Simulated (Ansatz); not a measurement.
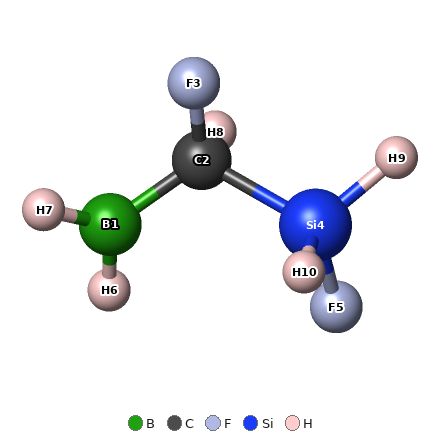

The system is CH₅BF₂Si, SMILES BC(F)[SiH2]F; the picture shows the reference structure. Coordinates scanned: (1) dihedral B1–C2–Si4–F5; (2) dihedral H6–B1–C2–Si4. Nothing is relaxed (all other coordinates rigid). The grid has 15 × 15 points. Points are written as (first, second). All energies are given in eV relative to the lowest grid point. The calculation used RHF/def2-SVP in Ansatz 0.2.0.

Its coordinates:

```xyz
10

B    -0.2133   -1.0640   -1.1903
C    -0.1652   -0.6427    0.3128
F     0.7346   -1.3775    1.0708
Si    0.2993    1.1773    0.6152
F    -0.8374    2.0855   -0.0799
H    -1.0092   -0.5240   -1.9041
H     0.5359   -1.8895   -1.6231
H    -1.1662   -0.7817    0.7407
H     0.3089    1.4549    2.0592
H     1.5957    1.5108    0.0016
```

Range: dihedral B1–C2–Si4–F5 from −180 to 156°; dihedral H6–B1–C2–Si4 from −180 to 156°.

### What landscape does the calculation give?

The lowest grid point is at (60°, −60°). There are further wells near (−36°, −60°) (0.016 eV above the lowest at that grid point); (60°, 108°) (0.019 eV above the lowest at that grid point); (−36°, 108°) (0.040 eV above the lowest at that grid point). The highest grid point, (−132°, −156°), lies 0.694 eV above the lowest. On the interpolated surface the easiest way out of the lowest well to the well at about (−45°, −60°) passes a barrier of about 0.068 eV. Round the minimum the two coordinates are weakly coupled (coupling −0.09 in units of the two stiffnesses).

| dihedral H6–B1–C2–Si4 ↓, dihedral B1–C2–Si4–F5 → | −180 | −156 | −132 | −108 | −84 | −60 | −36 | −12 | 12 | 36 | 60 | 84 | 108 | 132 | 156 |
| --- | --- | --- | --- | --- | --- | --- | --- | --- | --- | --- | --- | --- | --- | --- | --- |
| 156 | 0.210 | 0.274 | 0.365 | 0.368 | 0.273 | 0.190 | 0.201 | 0.271 | 0.284 | 0.210 | 0.161 | 0.203 | 0.278 | 0.289 | 0.234 |
| 132 | 0.087 | 0.142 | 0.219 | 0.222 | 0.137 | 0.054 | 0.049 | 0.100 | 0.120 | 0.072 | 0.030 | 0.062 | 0.127 | 0.144 | 0.104 |
| 108 | 0.089 | 0.145 | 0.210 | 0.203 | 0.124 | 0.051 | 0.040 | 0.069 | 0.076 | 0.043 | 0.019 | 0.050 | 0.105 | 0.119 | 0.091 |
| 84 | 0.217 | 0.282 | 0.341 | 0.322 | 0.244 | 0.184 | 0.182 | 0.198 | 0.182 | 0.145 | 0.134 | 0.174 | 0.223 | 0.229 | 0.205 |
| 60 | 0.405 | 0.484 | 0.546 | 0.516 | 0.430 | 0.380 | 0.398 | 0.420 | 0.383 | 0.327 | 0.320 | 0.371 | 0.422 | 0.416 | 0.386 |
| 36 | 0.526 | 0.616 | 0.692 | 0.660 | 0.562 | 0.508 | 0.545 | 0.591 | 0.548 | 0.467 | 0.451 | 0.513 | 0.573 | 0.559 | 0.511 |
| 12 | 0.478 | 0.567 | 0.660 | 0.642 | 0.536 | 0.469 | 0.506 | 0.578 | 0.552 | 0.457 | 0.422 | 0.483 | 0.558 | 0.548 | 0.484 |
| −12 | 0.305 | 0.378 | 0.475 | 0.475 | 0.374 | 0.293 | 0.316 | 0.394 | 0.397 | 0.307 | 0.257 | 0.306 | 0.386 | 0.392 | 0.328 |
| −36 | 0.133 | 0.190 | 0.276 | 0.282 | 0.192 | 0.107 | 0.111 | 0.175 | 0.196 | 0.132 | 0.081 | 0.116 | 0.188 | 0.204 | 0.157 |
| −60 | 0.062 | 0.115 | 0.185 | 0.184 | 0.104 | 0.026 | 0.016 | 0.057 | 0.074 | 0.035 | 0.000 | 0.028 | 0.087 | 0.104 | 0.072 |
| −84 | 0.131 | 0.191 | 0.251 | 0.238 | 0.160 | 0.095 | 0.087 | 0.108 | 0.105 | 0.072 | 0.056 | 0.089 | 0.139 | 0.149 | 0.125 |
| −108 | 0.307 | 0.379 | 0.438 | 0.413 | 0.331 | 0.277 | 0.285 | 0.303 | 0.275 | 0.230 | 0.223 | 0.268 | 0.316 | 0.316 | 0.290 |
| −132 | 0.482 | 0.567 | 0.634 | 0.602 | 0.510 | 0.458 | 0.486 | 0.519 | 0.478 | 0.411 | 0.401 | 0.458 | 0.512 | 0.501 | 0.463 |
| −156 | 0.520 | 0.611 | 0.694 | 0.668 | 0.566 | 0.505 | 0.542 | 0.601 | 0.566 | 0.479 | 0.455 | 0.517 | 0.584 | 0.571 | 0.515 |
| −180 | 0.395 | 0.475 | 0.570 | 0.561 | 0.457 | 0.383 | 0.411 | 0.486 | 0.475 | 0.384 | 0.344 | 0.399 | 0.475 | 0.473 | 0.409 |

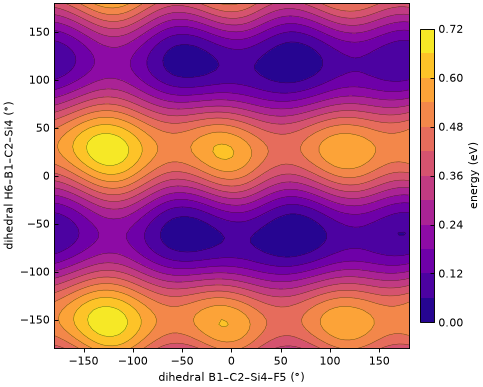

Drawn: filled contours. Between grid points the surface is interpolated.

Each point was launched as `ansatz run input.yaml --threads 1 --pin off --max-ram 2560MiB --backend cpu --events-out ev --progress --plain --runs-dir out`. The whole map (225 points run) took 5.9 min on 1 thread of Arm Neoverse V2, on a shared host.
